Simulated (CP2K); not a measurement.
# C2H8SSn (SMILES CC[S][SnH3]) at IPEA1-xTB

Aim: the energy difference between two shapes of C2H8SSn at IPEA1-xTB, from 2 runs. 

The calculation is run with CP2K 2026.2.

3 further runs of the same task are left out: 1 that didn't finish, 2 set aside as unsound or not needed.

**1. The system as given**

The species is C2H8SSn (12 atoms), meant as a singlet with charge 0. SMILES: `CC[S][SnH3]`. Geometry: a rough force-field guess. This is one conformer, not always the lowest.

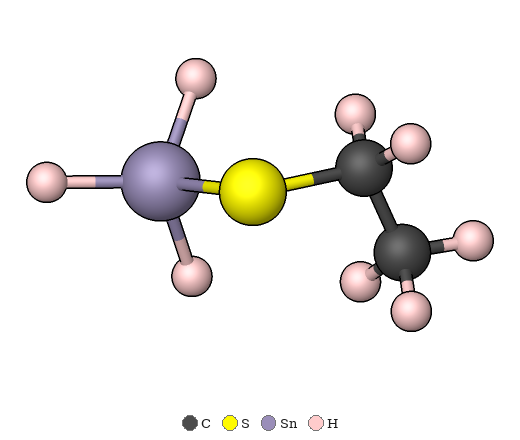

The structure, seen from a chosen angle (carbon dark grey, sulfur yellow, tin purple, hydrogen pink).

**2. Energy and gradient at IPEA1-xTB**

Input file job.inp:

```
&GLOBAL
 PROJECT job
 RUN_TYPE ENERGY_FORCE
 PRINT_LEVEL MEDIUM
&END GLOBAL

&FORCE_EVAL
 METHOD QUICKSTEP
 &DFT
  CHARGE 0
  MULTIPLICITY 1
  &QS
   METHOD XTB
   EPS_DEFAULT 1.0E-10
   &XTB
    GFN_TYPE TBLITE
    &TBLITE
     METHOD IPEA1
    &END TBLITE
    CHECK_ATOMIC_CHARGES F
   &END XTB
  &END QS
  &POISSON
   PERIODIC NONE
   POISSON_SOLVER ANALYTIC
  &END POISSON
  &SCF
   SCF_GUESS ATOMIC
   EPS_SCF 1.0E-06
   MAX_SCF 150
   ADDED_MOS 4
   &DIAGONALIZATION
    ALGORITHM STANDARD
   &END DIAGONALIZATION
   &MIXING
    METHOD DIRECT_P_MIXING
    ALPHA 0.4
   &END MIXING
   &SMEAR ON
    METHOD FERMI_DIRAC
    ELECTRONIC_TEMPERATURE [K] 300
   &END SMEAR
  &END SCF
  &PRINT
   &MOMENTS
    PERIODIC F
    REFERENCE COM
    MAX_MOMENT 1
   &END MOMENTS
   &MO ON
    ENERGIES T
    OCCUPATION_NUMBERS T
    NDIGITS 6
    &EACH
     QS_SCF 0
    &END EACH
    ADD_LAST NUMERIC
   &END MO
   &HIRSHFELD OFF
   &END HIRSHFELD
  &END PRINT
 &END DFT
 &SUBSYS
  &CELL
   ABC [angstrom] 18.1 14.8 15.6
   PERIODIC NONE
  &END CELL
  &COORD
   C     -1.467200     0.505100     0.475200
   C     -0.652400    -0.639300     0.863000
   S      1.001800    -0.087600     1.292500
   Sn     1.916600     0.014100    -0.981000
   H     -1.104900     1.035300    -0.460700
   H     -1.560000     1.303800     1.290800
   H     -2.518800     0.201800     0.245900
   H     -0.576400    -1.365900     0.035900
   H     -1.095600    -1.108600     1.794900
   H      3.577600     0.253900    -0.947100
   H      1.462900    -1.503600    -1.766300
   H      1.093200     1.335700    -1.809100
  &END COORD
  &TOPOLOGY
   &CENTER_COORDINATES
   &END CENTER_COORDINATES
  &END TOPOLOGY
 &END SUBSYS
 &PRINT
  &FORCES ON
  &END FORCES
 &END PRINT
&END FORCE_EVAL
```

Launch:

```bash
$ OMP_NUM_THREADS=1 cp2k.psmp job.inp > job.out
```

Log:

```text
CP2K| version string:                                       CP2K version 2026.2
[...]
 GLOBAL| Method name                                                        CP2K
[...]
 GLOBAL| Run type                                                   ENERGY_FORCE
[...]
                             - Atoms:                                         12
[...]
                             - Spherical basis functions:                     44
[...]
 Number of electrons:                                                         26
[...]
  *** SCF run converged in    12 steps ***
[...]
  Fermi energy:                                                -0.25378443087788
[...]
 TB_DIPOLE| Moment [Debye]         -0.42775011      -0.25952740      -1.03686081
 TB_DIPOLE| Derivative [a.u.]       0.00000000       0.00000000       0.00000000
[...]
 ENERGY| Total FORCE_EVAL ( QS ) energy [hartree]            -15.568772529003885
 FORCES| Atomic forces [hartree/bohr]
 FORCES|   Atom     x               y               z               |f|
 FORCES|      1 -4.39829394E-02  6.59443825E-02 -1.51448563E-02   8.07002306E-02
 FORCES|      2 -8.18256316E-03 -3.66354149E-02  2.19905219E-02   4.35050688E-02
 FORCES|      3  2.24437686E-02  9.38105004E-04 -9.10319371E-03   2.42377996E-02
 FORCES|      4 -1.63134424E-02 -9.55875563E-04 -1.96011746E-02   2.55195640E-02
 FORCES|      5 -4.37203837E-03 -1.54158017E-02  2.55928471E-02   3.01952891E-02
 FORCES|      6  8.11722313E-03 -2.84051281E-02 -2.55621282E-02   3.90661364E-02
 FORCES|      7  1.67850128E-02  1.58137186E-03  4.37627679E-03   1.74180708E-02
 FORCES|      8 -4.62851583E-03  2.40488523E-03  1.43529200E-02   1.52713112E-02
 FORCES|      9  1.75628523E-02  7.98831282E-03 -2.93596989E-02   3.51320202E-02
 FORCES|     10 -1.76556680E-02 -2.64304647E-03  8.77154891E-05   1.78526189E-02
 FORCES|     11  1.08980405E-02  3.34252447E-02  1.67003376E-02   3.89219161E-02
 FORCES|     12  1.93282697E-02 -2.82270355E-02  1.56704329E-02   3.76285797E-02
 FORCES| Sum    -9.02056208E-17  3.22658567E-16  1.73472348E-16
[...]
```

Run time: 0.29 s. Hardware: 1 thread of Arm Neoverse V1, shared host.

**3. The distorted shape, same level**

Input file molecule.inp:

```
&GLOBAL
 PROJECT_NAME molecule
 RUN_TYPE ENERGY_FORCE
 PRINT_LEVEL MEDIUM
&END GLOBAL

&FORCE_EVAL
 METHOD QS
 &DFT
  ! Quickstep
  &QS
   METHOD XTB
   EPS_DEFAULT 1.0E-10
   &XTB
    GFN_TYPE TBLITE
    &TBLITE
     METHOD IPEA1
    &END TBLITE
    CHECK_ATOMIC_CHARGES F
   &END XTB
  &END QS
  ! cluster boundary conditions
  &POISSON
   PERIODIC NONE
   POISSON_SOLVER ANALYTIC
  &END POISSON
  &SCF
   SCF_GUESS ATOMIC
   EPS_SCF 1.0E-06
   MAX_SCF 150
   ADDED_MOS 4
   &DIAGONALIZATION
    ALGORITHM STANDARD
   &END DIAGONALIZATION
   &MIXING
    METHOD DIRECT_P_MIXING
    ALPHA 0.4
   &END MIXING
   &SMEAR ON
    METHOD FERMI_DIRAC
    ELECTRONIC_TEMPERATURE [K] 300
   &END SMEAR
  &END SCF
  &PRINT
   &MOMENTS
    PERIODIC F
    REFERENCE COM
    MAX_MOMENT 1
   &END MOMENTS
   &MO ON
    ENERGIES T
    OCCUPATION_NUMBERS T
    NDIGITS 6
    &EACH
     QS_SCF 0
    &END EACH
    ADD_LAST NUMERIC
   &END MO
   &HIRSHFELD OFF
   &END HIRSHFELD
  &END PRINT
 &END DFT
 &SUBSYS
  &CELL
   ABC 18.2 14.9 15.6
   PERIODIC NONE
  &END CELL
  &COORD
   C     -1.481924     0.541648     0.588270
   C     -0.642355    -0.671040     0.851150
   S      0.945468    -0.106907     1.240392
   Sn     1.961516    -0.033070    -0.999870
   H     -1.154111     1.097493    -0.524242
   H     -1.503148     1.337813     1.256371
   H     -2.575964     0.125307     0.293322
   H     -0.623968    -1.384816     0.023685
   H     -1.089793    -1.194978     1.794663
   H      3.593836     0.251220    -0.931154
   H      1.487773    -1.560192    -1.758432
   H      1.185075     1.290747    -1.736295
  &END COORD
  &TOPOLOGY
   &CENTER_COORDINATES
   &END CENTER_COORDINATES
  &END TOPOLOGY
 &END SUBSYS
 ! extra output
 &PRINT
  &FORCES ON
  &END FORCES
 &END PRINT
&END FORCE_EVAL
```

Launch:

```bash
$ OMP_NUM_THREADS=1 cp2k.psmp molecule.inp > molecule.out
```

Log:

```text
CP2K| version string:                                       CP2K version 2026.2
[...]
 GLOBAL| Method name                                                        CP2K
[...]
 GLOBAL| Run type                                                   ENERGY_FORCE
[...]
                             - Atoms:                                         12
[...]
                             - Spherical basis functions:                     44
[...]
 Number of electrons:                                                         26
[...]
  *** SCF run converged in    12 steps ***
[...]
  Fermi energy:                                                -0.25373123157329
[...]
 TB_DIPOLE| Moment [Debye]         -0.30317697      -0.24948050      -1.00786625
 TB_DIPOLE| Derivative [a.u.]       0.00000000       0.00000000       0.00000000
[...]
 ENERGY| Total FORCE_EVAL ( QS ) energy [hartree]            -15.535545306401461
 FORCES| Atomic forces [hartree/bohr]
 FORCES|   Atom     x               y               z               |f|
 FORCES|      1 -5.28137087E-02 -2.31393026E-02 -1.54180698E-01   1.64609850E-01
 FORCES|      2 -5.89227973E-02 -1.98232616E-02  3.67951117E-02   7.22408333E-02
 FORCES|      3  6.26453551E-02  7.93924031E-03  2.84474515E-03   6.32104788E-02
 FORCES|      4 -2.01995018E-02 -8.37630358E-03 -1.12500349E-02   2.45915762E-02
 FORCES|      5 -1.70869453E-02 -4.24521200E-02  7.95592104E-02   9.17813388E-02
 FORCES|      6 -8.20943688E-04  1.99683310E-02  3.52800944E-02   4.05474198E-02
 FORCES|      7  5.55901521E-02  3.18018868E-02  2.50734570E-02   6.87772001E-02
 FORCES|      8 -5.44602883E-03  4.36507853E-03  5.19381915E-03   8.69993667E-03
 FORCES|      9  2.42019967E-02  1.92282555E-02 -4.19486109E-02   5.21070860E-02
 FORCES|     10 -1.16555549E-02 -4.52596964E-03  9.16244463E-04   1.25369799E-02
 FORCES|     11  1.25128049E-02  3.52300515E-02  1.55495084E-02   4.04909129E-02
 FORCES|     12  1.19951718E-02 -2.02158863E-02  6.16715307E-03   2.43022629E-02
 FORCES| Sum     1.21430643E-17 -3.15719673E-16 -3.29597460E-17
[...]
```

Wall time 0.29 s (1 thread of Arm Neoverse V1, shared host).

**4. Summary of results**

Level: IPEA1-xTB.

| quantity | value |
| --- | --- |
| first shape: total energy | -15.56877 Eh |
| first shape: dipole moment (from atomic charges alone) | 1.15 D |
| first shape: HOMO energy | -11.12 eV |
| first shape: LUMO energy | -6.01 eV |
| first shape: HOMO–LUMO gap | 5.11 eV |
| first shape: largest force on an atom | 4.150 eV/Å |
| distorted shape: total energy | -15.53555 Eh |
| distorted shape: dipole moment (from atomic charges alone) | 1.08 D |
| distorted shape: HOMO energy | -10.95 eV |
| distorted shape: LUMO energy | -6.01 eV |
| distorted shape: HOMO–LUMO gap | 4.95 eV |
| distorted shape: largest force on an atom | 8.465 eV/Å |
| energy change with the atoms displaced | 0.904 eV |

What this shows: With the atoms displaced the energy rises by 0.90 eV (87.2 kJ/mol). The first shape isn't relaxed at this level, so the change isn't measured from a minimum. The largest force (first shape) is 4.15 eV/Å: the shape isn't a stationary point for this species at this level. The dipole (first shape) comes from point charges on the atoms alone, without atomic dipoles, so it is partial. The dipole (distorted shape) comes from point charges on the atoms alone, without atomic dipoles, so it is partial.
